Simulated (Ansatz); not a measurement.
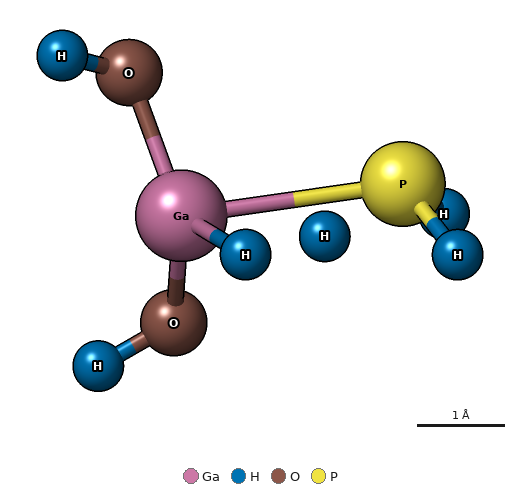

The input geometry (ball-and-stick view, seen at a tilt). Sticks mark near contacts.

# Run report: GaPH6O2, geometry relaxation

GaPH6O2, computed with RKS CAM-B3LYP-D4/def2-SVP (Ansatz 0.2.0).

The input holds or restrains some coordinates. It belongs to a series of runs on one base structure; here: pulled along the bonds that form and break, towards end A.

## The input
```yaml
crystal:
  periodic: [false, false, false]
  atoms:
    - { symbol: Ga, position_ang: [0.0, 0.0, 0.0] }
    - { symbol: H, position_ang: [0.0, 0.0, 1.92] }
    - { symbol: O, position_ang: [1.5501, 0.0, -0.895] }
    - { symbol: H, position_ang: [1.85, -0.9519, -1.0499] }
    - { symbol: O, position_ang: [-1.5501, 0.0, -0.895] }
    - { symbol: H, position_ang: [-2.0598, -0.8467, -0.6865] }
    - { symbol: P, position_ang: [0.1161, 2.4551, 0.8167] }
    - { symbol: H, position_ang: [0.6765, 2.4949, 2.1208] }
    - { symbol: H, position_ang: [0.9275, 3.2117, -0.0697] }
    - { symbol: H, position_ang: [0.0463, 0.979, 1.9729] }
basis:
  gaussian: { orbitals: def2-SVP }
hamiltonian:
  xc: cam_b3lyp
  dispersion: d4
relax:
  f_tol: 0.15
  max_steps: 25
  restrain:
    - { distance: [0, 6], at: 3.49, k: 30.0 }
    - { distance: [9, 1], at: 1.86, k: 30.0 }
    - { distance: [0, 1], at: 1.57, k: 30.0 }
    - { distance: [9, 6], at: 1.42, k: 30.0 }
output:
  orbitals: {}
```

Command:
```bash
ansatz run input.yaml --threads 4 --pin off --max-ram 5120MiB --backend cpu --events-out ev --progress --plain --runs-dir out
```

## The program's output
```
The last accepted step is kept in [file] (removed where the run ends without a failure and the disk answers)
Engine: ansatz 0.2.0, aarch64-unknown-linux-gnu
Functional definition: CAM-B3LYP
  parameter alpha = 0.19
  parameter beta = 0.46
  parameter omega = 0.33/bohr
  parameter ac = 0.81
  exchange = (1 - alpha - beta)*b88_x + beta*b88_x_sr(omega) + alpha*exact_x + beta*exact_x_lr(omega)
  correlation = (1 - ac)*vwn5_c + ac*lyp_c
1121 factors; integrals over basis functions are off by at most 3.7e-4 eV
351 factors; integrals over basis functions are off by at most 9.8e-7 eV
mean field evaluation 1: about -65835.3943 eV, gradient 7.1e1 eV
mean field evaluation 2: about -65816.0373 eV, gradient 1.2e2 eV
mean field evaluation 4: about -65844.8811 eV, gradient 3.1e0 eV
mean field evaluation 8: about -65844.9068 eV, gradient 2.3e-1 eV
mean field evaluation 16: about -65844.9098 eV, gradient 8.6e-4 eV
mean field -65844.90983528 eV, -2419.7558051637 hartree, gradient 9.0e-5 eV, S^2 0.000000; 0 other end points of the search recorded, 0 dependent functions left out
the calculation of the forces begins
reference -65844.90996449 eV, -2419.7558099119 hartree; 34, 34 occupied and 74, 74 virtual orbitals, 1121 factors
relax step   1: F+E_penalty+E_count = -65845.10497234 eV  Δ(F+E_penalty+E_count) = +0.000e0 eV  max|allowed force component| = 4.156e0 eV/Å  E_restraint = 28.68722853 eV  max|allowed force component, restraints' pulls added| = 3.408e1 eV/Å  Δτ_max = 0.0000 Å  (31 SCF iters, accepted)
  distance Ga 0 - P 6 = 2.5900 Å
  distance H 9 - H 1 = 0.9815 Å
  distance Ga 0 - H 1 = 1.9200 Å
  distance H 9 - P 6 = 1.8763 Å
these checks for a lower state are left out or cut short: starts, cluster_reference, orbital_swaps, neighbouring_geometries, increment
1121 factors; integrals over basis functions are off by at most 6.7e-4 eV
351 factors; integrals over basis functions are off by at most 9.2e-7 eV
mean field -65844.57348235 eV, -2419.7434444214 hartree, gradient 2.2e-5 eV, S^2 0.000000; 0 other end points of the search recorded, 0 dependent functions left out
[... from here on the field's lines of each further geometry are left out, up to the last ...]
relax step   2: F+E_penalty+E_count = -65844.75968585 eV  Δ(F+E_penalty+E_count) = +3.453e-1 eV  max|allowed force component| = 3.244e0 eV/Å  E_restraint = 13.00952389 eV  max|allowed force component, restraints' pulls added| = 2.332e1 eV/Å  Δτ_max = 0.1992 Å  (39 SCF iters, accepted)
relax step   3: F+E_penalty+E_count = -65845.61369755 eV  Δ(F+E_penalty+E_count) = -8.540e-1 eV  max|allowed force component| = 2.958e0 eV/Å  E_restraint = 3.51328716 eV  max|allowed force component, restraints' pulls added| = 1.109e1 eV/Å  Δτ_max = 0.1949 Å  (34 SCF iters, accepted)
relax step   4: F+E_penalty+E_count = -65846.89198016 eV  Δ(F+E_penalty+E_count) = -1.278e0 eV  max|allowed force component| = 2.142e0 eV/Å  E_restraint = 0.22498217 eV  max|allowed force component, restraints' pulls added| = 2.867e0 eV/Å  Δτ_max = 0.1946 Å  (31 SCF iters, accepted)
relax step   5: F+E_penalty+E_count = -65847.88808101 eV  Δ(F+E_penalty+E_count) = -9.961e-1 eV  max|allowed force component| = 1.158e0 eV/Å  E_restraint = 0.07191459 eV  max|allowed force component, restraints' pulls added| = 1.808e0 eV/Å  Δτ_max = 0.1949 Å  (30 SCF iters, accepted)
relax step   6: F+E_penalty+E_count = -65848.32473940 eV  Δ(F+E_penalty+E_count) = -4.367e-1 eV  max|allowed force component| = 6.242e-1 eV/Å  E_restraint = 0.02210692 eV  max|allowed force component, restraints' pulls added| = 7.248e-1 eV/Å  Δτ_max = 0.2000 Å  (32 SCF iters, accepted)
relax step   7: F+E_penalty+E_count = -65848.39400538 eV  Δ(F+E_penalty+E_count) = -6.927e-2 eV  max|allowed force component| = 5.941e-1 eV/Å  E_restraint = 0.01176232 eV  max|allowed force component, restraints' pulls added| = 3.750e-1 eV/Å  Δτ_max = 0.1998 Å  (31 SCF iters, accepted)
relax step   8: F+E_penalty+E_count = -65848.44348763 eV  Δ(F+E_penalty+E_count) = -4.948e-2 eV  max|allowed force component| = 8.575e-1 eV/Å  E_restraint = 0.00741712 eV  max|allowed force component, restraints' pulls added| = 8.575e-1 eV/Å  Δτ_max = 0.2000 Å  (30 SCF iters, accepted)
relax step   9: F+E_penalty+E_count = -65848.52389962 eV  Δ(F+E_penalty+E_count) = -8.041e-2 eV  max|allowed force component| = 5.059e-1 eV/Å  E_restraint = 0.00624632 eV  max|allowed force component, restraints' pulls added| = 2.589e-1 eV/Å  Δτ_max = 0.2000 Å  (32 SCF iters, accepted)
relax step  10: F+E_penalty+E_count = -65848.54717058 eV  Δ(F+E_penalty+E_count) = -2.327e-2 eV  max|allowed force component| = 4.826e-1 eV/Å  E_restraint = 0.00974140 eV  max|allowed force component, restraints' pulls added| = 2.615e-1 eV/Å  Δτ_max = 0.2000 Å  (30 SCF iters, accepted)
the calculation of the forces begins
reference -65848.38070630 eV, -2419.8833573209 hartree; 34, 34 occupied and 74, 74 virtual orbitals, 1121 factors
relax step  11: F+E_penalty+E_count = -65848.54942208 eV  Δ(F+E_penalty+E_count) = -2.251e-3 eV  max|allowed force component| = 4.369e-1 eV/Å  E_restraint = 0.00480510 eV  max|allowed force component, restraints' pulls added| = 7.287e-2 eV/Å  Δτ_max = 0.1232 Å  (25 SCF iters, accepted)
  distance Ga 0 - P 6 = 3.4922 Å
  distance H 9 - H 1 = 1.8758 Å
  distance Ga 0 - H 1 = 1.5634 Å
  distance H 9 - P 6 = 1.4249 Å
1121 factors; integrals over basis functions are off by at most 7.9e-4 eV
351 factors; integrals over basis functions are off by at most 1.2e-6 eV
mean field evaluation 96: about -65848.3806 eV, gradient 3.9e-3 eV
```

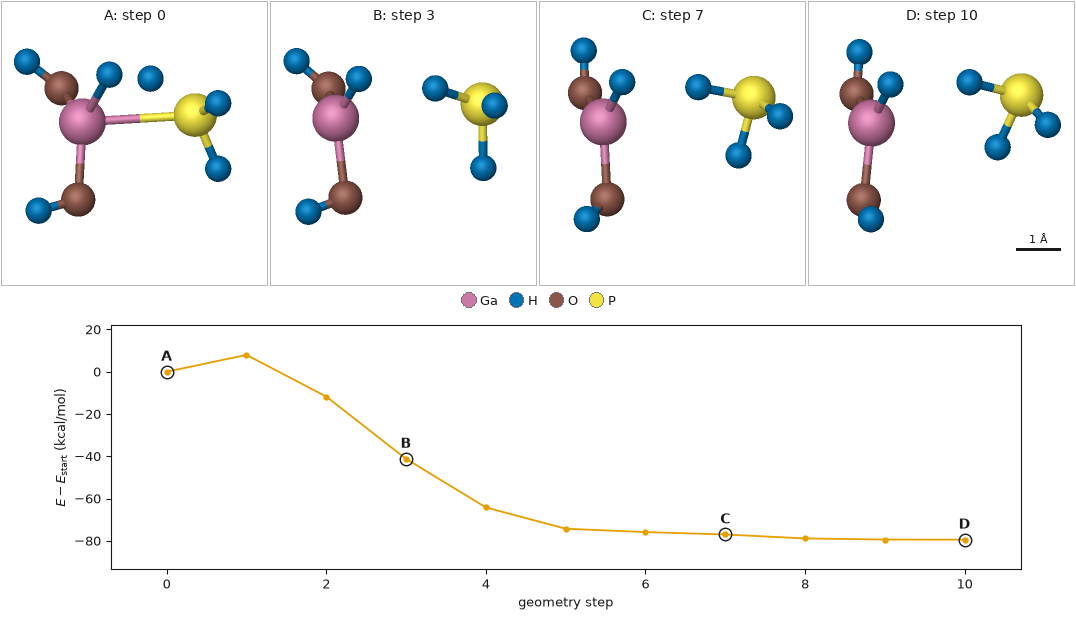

Frames of the restrained relaxation (ball-and-stick view, seen at a tilt) above the curves, on which the letters mark them (the first geometry is step 0 here and step 1 in the log).

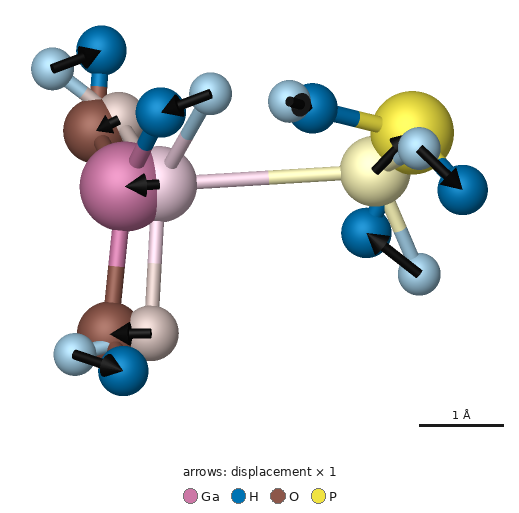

Start (faint) and end (solid) with the displacements as black arrows, at true length (ball-and-stick view, seen at a tilt). The two geometries are laid on each other by the best rigid fit. H9 moves most after the best rigid fit: 0.81 Å. Largest moves by element: H 0.81 Å, P 0.67 Å, O 0.50 Å, Ga 0.42 Å. Among the contacts that change: Ga1–P7 2.590 → 3.492 Å, P7–H10 1.876 → 1.425 Å, Ga1–H2 1.920 → 1.563 Å, O3–H4 1.010 → 0.963 Å. New bonds form: P7–H10 (1.88 → 1.42 Å). Bonds break: Ga1–P7 (2.59 → 3.49 Å). Among the angles that change: H8–P7–H9 109.4° → 93.5°, O3–Ga1–O5 120.0° → 111.1°, Ga1–O3–H4 109.5° → 116.2°. After 10 geometry steps the energy has fallen by 79.4 kcal/mol. The largest force component goes from 4.2 to 0.44 eV/Å. (Atoms are counted from 1 in the order of the input.)

```
mean field -65848.38057951 eV, -2419.8833526614 hartree, gradient 6.5e-5 eV, S^2 0.000000; 1 other end points of the search recorded, 0 dependent functions left out
the calculation of the forces begins
reference -65848.38070630 eV, -2419.8833573209 hartree; 34, 34 occupied and 74, 74 virtual orbitals, 1121 factors
Total energy: -65848.54954887 eV, -2419.8895621709 hartree
Atom 0 at     0.017958    -0.409296    -0.083579 Å, force     0.046445    -0.140544     0.173463 eV/Å
Atom 1 at     0.018965    -0.481332     1.478184 Å, force     0.051390    -0.436857    -0.283224 eV/Å
Atom 2 at     1.451374    -0.431771    -1.125379 Å, force    -0.039489     0.025917     0.031632 eV/Å
Atom 3 at     2.299416    -0.520184    -0.678600 Å, force     0.006122    -0.008010     0.015377 eV/Å
Atom 4 at    -1.462429    -0.255240    -1.041474 Å, force    -0.025705     0.029830    -0.019818 eV/Å
Atom 5 at    -2.283896    -0.250839    -0.539010 Å, force    -0.008260    -0.009642    -0.008645 eV/Å
Atom 6 at    -0.088537     2.760616     1.377735 Å, force    -0.033074     0.225575     0.015280 eV/Å
Atom 7 at     1.154659     3.021426     2.021550 Å, force     0.019290    -0.013205    -0.007897 eV/Å
Atom 8 at     0.518822     2.531730     0.107332 Å, force     0.003857    -0.002712    -0.015835 eV/Å
Atom 9 at    -0.069732     1.376991     1.717543 Å, force    -0.020575     0.329648     0.099668 eV/Å
Dipole moment:     0.161534    -0.099699     0.617152 e Å
```

## Trajectory as extended XYZ (Å, eV, eV/Å), 11 frames, from step=1 to step=11
```
10
Properties=species:S:1:pos:R:3:forces:R:3 step=1 energy=-65845.10497
Ga    0.0000    0.0000    0.0000    0.4314   4.1559  -0.1078
H     0.0000    0.0000    1.9200   -0.2039   0.7951   0.9122
O     1.5501    0.0000   -0.8950    0.5365  -3.0072   0.3078
H     1.8500   -0.9519   -1.0499   -0.2825   1.8006   0.0092
O    -1.5501    0.0000   -0.8950   -0.8563  -2.6421   1.1752
H    -2.0598   -0.8467   -0.6865    0.6513   1.6755  -0.6343
P     0.1161    2.4551    0.8167   -2.0502   0.4005  -1.4440
H     0.6765    2.4949    2.1208    0.7297   0.0074   0.0338
H     0.9275    3.2117   -0.0697    0.6764  -0.2054   0.5367
H     0.0463    0.9790    1.9729    0.3677  -2.9803  -0.7887
10
Properties=species:S:1:pos:R:3:forces:R:3 step=2 energy=-65844.75969
Ga   -0.0024   -0.1387    0.0156   -0.0842   1.3922   1.7227
H    -0.0091   -0.1396    1.8411   -0.0971  -0.7927  -1.1564
O     1.5478   -0.0217   -0.8867   -0.0055  -1.3178   0.2613
H     1.8536   -0.9454   -1.0537   -0.0655   0.9875   0.0606
O    -1.5505   -0.0185   -0.8828   -0.1653  -1.3420   0.5413
H    -2.0622   -0.8404   -0.6920    0.2159   0.9421  -0.2713
P     0.0928    2.5702    0.9029   -3.2436   0.6544  -0.0728
H     0.6918    2.4972    2.1376    1.2010   1.1557   1.2495
H     0.9343    3.2102   -0.0616    1.2380  -1.1090   0.4797
H     0.0605    1.1688    1.9139    1.0064  -0.5704  -2.8146
10
Properties=species:S:1:pos:R:3:forces:R:3 step=3 energy=-65845.61370
Ga   -0.0093   -0.2941    0.0524    0.0850   1.3143   1.1537
H    -0.0159   -0.2740    1.7483   -0.0178  -1.1403  -1.4364
O     1.5364   -0.0273   -0.8797   -0.6544  -1.0097   0.4733
H     1.8542   -0.9346   -1.0521    0.2406   0.5576  -0.1267
O    -1.5428   -0.0274   -0.8771    0.4987  -1.0390   0.4758
H    -2.0628   -0.8310   -0.6937   -0.2581   0.5022  -0.2063
P     0.0494    2.6795    0.9926   -2.8797   0.7462  -0.0526
H     0.7096    2.5243    2.1623    1.9098   1.7256   1.8283
H     0.9516    3.1823   -0.0519    0.6565  -1.6669   0.8484
H     0.0861    1.3443    1.8333    0.4193   0.0098  -2.9576
10
Properties=species:S:1:pos:R:3:forces:R:3 step=4 energy=-65846.89198
Ga   -0.0067   -0.4087    0.0784    0.1285   1.7589  -0.2226
H    -0.0214   -0.3853    1.6589    0.0070  -0.9329  -0.3944
O     1.5173   -0.0487   -0.8724   -0.8902  -0.8385   0.6217
H     1.8692   -0.9306   -1.0618    0.4350   0.2044  -0.2529
O    -1.5187   -0.0581   -0.8760    0.7721  -0.9418   0.5051
H    -2.0821   -0.8238   -0.6940   -0.4714   0.2765  -0.1573
P    -0.0218    2.8166    1.1111   -0.7922   0.3057  -0.4378
H     0.7868    2.6325    2.2077    1.5748   1.5836   1.1119
H     0.9595    3.0930   -0.0078   -0.4630  -1.2822   1.3687
H     0.0745    1.4552    1.6903   -0.3006  -0.1336  -2.1425
10
Properties=species:S:1:pos:R:3:forces:R:3 step=5 energy=-65847.88808
Ga   -0.0033   -0.3896    0.0760    0.0714   1.1243  -0.1588
H    -0.0164   -0.4405    1.6453   -0.0108  -0.7455  -0.2836
O     1.5114   -0.0781   -0.8663   -0.5636  -0.5267   0.4057
H     1.8949   -0.9394   -1.0766    0.3118   0.1379  -0.1832
O    -1.5019   -0.1039   -0.8930    0.4869  -0.7231   0.3539
H    -2.1196   -0.8190   -0.6844   -0.2895   0.2887  -0.0887
P    -0.0517    2.8816    1.2015    0.4624  -0.6713  -0.3871
H     0.8828    2.7945    2.2489    0.6073   0.8700   0.2759
H     0.9390    2.9997    0.0791   -0.7357  -0.5533   1.1576
H     0.0213    1.4368    1.5037   -0.3403   0.7990  -1.0919
10
Properties=species:S:1:pos:R:3:forces:R:3 step=6 energy=-65848.32474
Ga    0.0211   -0.3631    0.0261   -0.0986   0.2794  -0.1403
H    -0.0249   -0.4371    1.5879    0.0159  -0.5976  -0.2265
O     1.5456   -0.1397   -0.8959   -0.3348  -0.2401   0.2007
H     1.9935   -0.9705   -1.1019    0.0443   0.1577  -0.0379
O    -1.4743   -0.2075   -0.9599    0.1729  -0.4970   0.2891
H    -2.2243   -0.7164   -0.6088    0.2167   0.3665  -0.0852
P    -0.0671    2.8733    1.2795    0.2003  -0.1950  -0.1427
H     0.9502    2.9824    2.2619    0.1452   0.2170   0.0642
H     0.8673    2.8799    0.1785   -0.2410  -0.1150   0.3025
H    -0.0305    1.4407    1.4669   -0.1209   0.6242  -0.2239
10
Properties=species:S:1:pos:R:3:forces:R:3 step=7 energy=-65848.39400
Ga    0.0218   -0.3893   -0.0141   -0.0393   0.2300   0.0715
H    -0.0276   -0.4625    1.5456    0.0120  -0.5941  -0.1846
O     1.5441   -0.1180   -0.9101   -0.2021  -0.2924   0.0189
H     2.0908   -0.9071   -1.0219    0.0118   0.1878   0.0003
O    -1.4690   -0.2786   -0.9913   -0.1359  -0.2985   0.3220
H    -2.2691   -0.5505   -0.5069    0.3750   0.2241  -0.2578
P    -0.0733    2.8402    1.2829    0.1441   0.0404  -0.0775
H     0.9806    2.9842    2.2297    0.0256   0.0669  -0.0015
H     0.8242    2.8085    0.1641   -0.1364  -0.0531   0.1458
H    -0.0660    1.4154    1.4565   -0.0548   0.4890  -0.0373
10
Properties=species:S:1:pos:R:3:forces:R:3 step=8 energy=-65848.44349
Ga    0.0190   -0.4086   -0.0365    0.0015   0.1033   0.2844
H    -0.0222   -0.4740    1.5226    0.0832  -0.5720  -0.1995
O     1.4636   -0.1595   -1.0318    0.7773  -0.8575   0.0757
H     2.1852   -0.8085   -0.8757   -0.5945   0.7703  -0.1200
O    -1.4567   -0.3269   -1.0054   -0.3865  -0.0486   0.0965
H    -2.2683   -0.4288   -0.4869    0.1497   0.0492  -0.1941
P    -0.0695    2.8155    1.3068    0.0600   0.3488   0.0400
H     1.0361    3.0043    2.1963   -0.1095  -0.0941  -0.0785
H     0.7648    2.7247    0.1578    0.0102   0.0078  -0.0602
H    -0.0953    1.4039    1.4870    0.0086   0.2929   0.1557
10
Properties=species:S:1:pos:R:3:forces:R:3 step=9 energy=-65848.52390
Ga    0.0124   -0.4174   -0.0699    0.0119  -0.0469   0.1684
H     0.0475   -0.4888    1.4912    0.0321  -0.5059  -0.2517
O     1.4405   -0.3106   -1.1151    0.2554  -0.2589   0.1171
H     2.2575   -0.6773   -0.7432   -0.2559   0.2284  -0.1057
O    -1.4867   -0.2985   -1.0071   -0.0046   0.0215   0.0319
H    -2.2977   -0.3281   -0.4876    0.0018   0.0076  -0.0282
P    -0.0874    2.7896    1.3130    0.0107   0.2569   0.0880
H     1.0394    3.0148    2.1614   -0.0505  -0.0272  -0.0565
H     0.7090    2.6744    0.1391    0.0231  -0.0153  -0.0522
H    -0.0778    1.3839    1.5523   -0.0239   0.3398   0.0887
10
Properties=species:S:1:pos:R:3:forces:R:3 step=10 energy=-65848.54717
Ga    0.0170   -0.4335   -0.0926   -0.0419   0.0018   0.1571
H     0.0755   -0.4735    1.4653    0.0041  -0.4826  -0.2242
O     1.4371   -0.4289   -1.1490    0.1051  -0.0366   0.0277
H     2.2822   -0.5500   -0.7000   -0.0600   0.0161  -0.0536
O    -1.4752   -0.2431   -1.0273   -0.0087  -0.0174   0.0014
H    -2.3004   -0.2453   -0.5302    0.0397  -0.0050   0.0049
P    -0.1047    2.7543    1.3341    0.1618   0.1130  -0.1118
H     1.0678    3.0840    2.0825   -0.0562  -0.0258  -0.0972
H     0.6229    2.4950    0.1186   -0.1082   0.0469   0.2392
H    -0.0655    1.3831    1.7329   -0.0356   0.3895   0.0566
10
Properties=species:S:1:pos:R:3:forces:R:3 step=11 energy=-65848.54942
Ga    0.0180   -0.4093   -0.0836    0.0464  -0.1405   0.1735
H     0.0190   -0.4813    1.4782    0.0514  -0.4369  -0.2832
O     1.4514   -0.4318   -1.1254   -0.0395   0.0259   0.0316
H     2.2994   -0.5202   -0.6786    0.0061  -0.0080   0.0154
O    -1.4624   -0.2552   -1.0415   -0.0257   0.0298  -0.0198
H    -2.2839   -0.2508   -0.5390   -0.0083  -0.0096  -0.0086
P    -0.0885    2.7606    1.3777   -0.0331   0.2256   0.0153
H     1.1547    3.0214    2.0215    0.0193  -0.0132  -0.0079
H     0.5188    2.5317    0.1073    0.0039  -0.0027  -0.0158
H    -0.0697    1.3770    1.7175   -0.0206   0.3296   0.0997
```

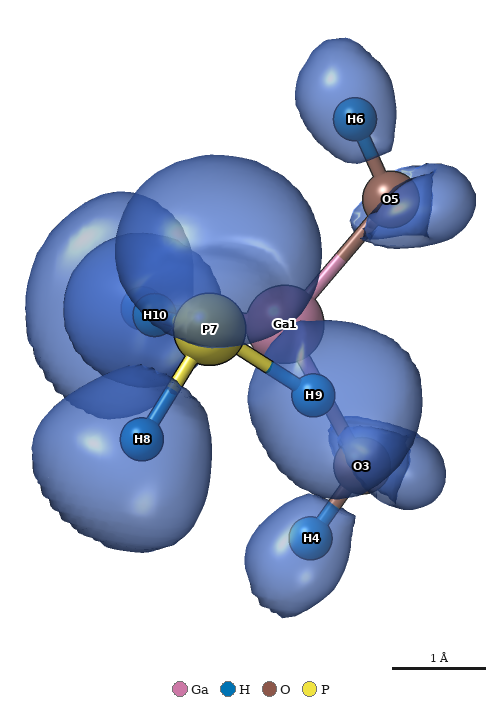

Isosurface of the ELF at 0.85 (blue), seen at an oblique angle. Only the valence region is drawn (cores and ρ < 0.01 e/Å³ removed). Ga–O (1.77 Å): the ELF peaks at about 0.85 in the valence shell of O, 0.6 Å from its nucleus, and is about 0.20 at the midpoint.

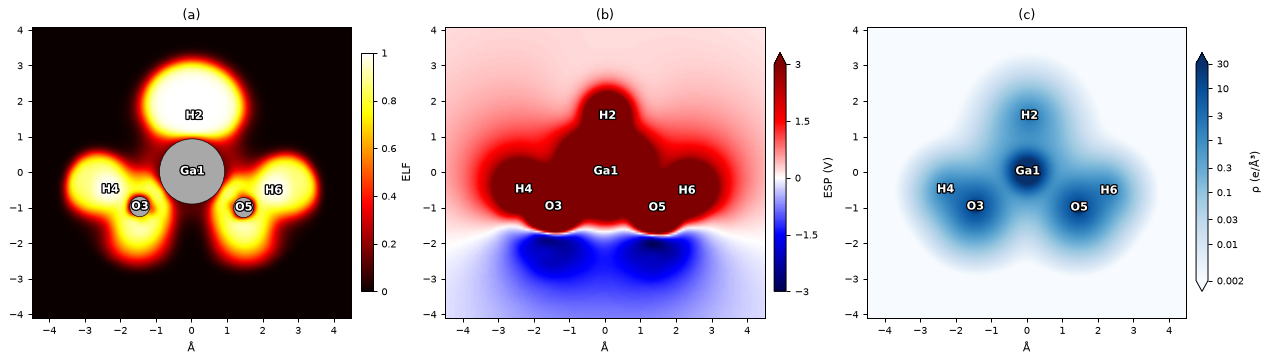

(a) ELF; (b) electrostatic potential; (c) electron density on the plane of atoms Ga1, O3 and H4. Grey discs, where drawn, cover atomic cores. Atoms in the plane: Ga, H and O.

## Summary

```tsv
quantity	value
outcome	converged under the restraints of the input
total energy	−65848.5495 eV
mean-field energy	−65848.3807 eV
largest force (length of the vector) at the end, held atoms and coordinates included	0.523 eV/Å
hardware	4 threads of Arm Neoverse V2, 24 GiB of memory available, shared host
wall time	20 s (CPU time 73 s)
peak memory	0.31 GiB
```
